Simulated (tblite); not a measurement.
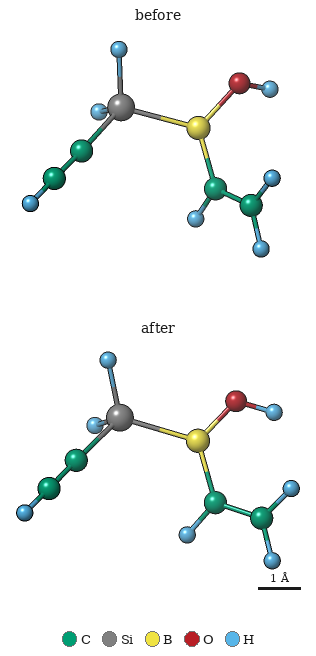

The structure of C4H7BOSi before (top) and after (bottom) a relaxation, at one scale.

The picture is a ball-and-stick view, seen at a tilt.

Computed with tblite, GFN2-xTB geometry optimisation, gas phase. 

Describe what moved and what it gained.

Over 112 geometry steps the energy falls by 0.719 eV. The atom that moves furthest after the best rigid fit is an H atom (0.70 Å). Largest moves by element: H 0.70 Å, C 0.33 Å, O 0.15 Å, B 0.10 Å, Si 0.08 Å. Near-neighbour distances that change, for instance: B–O 1.470 → 1.339 Å, C–Si 1.819 → 1.860 Å, B–Si 1.943 → 1.976 Å, C–H 1.084 → 1.053 Å. Bond angles that change, for instance: B–Si–H 106.4° → 116.2°, C–Si–H 109.8° → 104.1°, B–Si–H 108.7° → 113.8°. Groups turn about B–O by about 50°, B–C by about 20°. Cost: 1.1 s on 1 thread of Arm Neoverse N1, with other jobs on the host.
